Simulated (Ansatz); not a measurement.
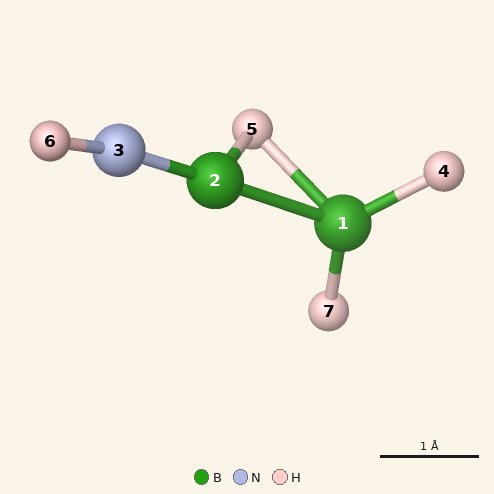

Atoms carry their numbers in the input. State: neutral, doublet. The computed structure is the end point of a PBE0-D4/def2-TZVP optimisation. No frequency run is at hand to confirm it as a minimum.

Which atoms are bonded, and how long are the bonds?

```json
{"bond": "B1–B2", "length (Å)": "1.654"}
{"bond": "B1–H4", "length (Å)": "1.190"}
{"bond": "B1–H5", "length (Å)": "1.367"}
{"bond": "B1–H7", "length (Å)": "1.190"}
{"bond": "B2–N3", "length (Å)": "1.259"}
{"bond": "B2–H5", "length (Å)": "1.357"}
{"bond": "N3–H6", "length (Å)": "0.994"}
```
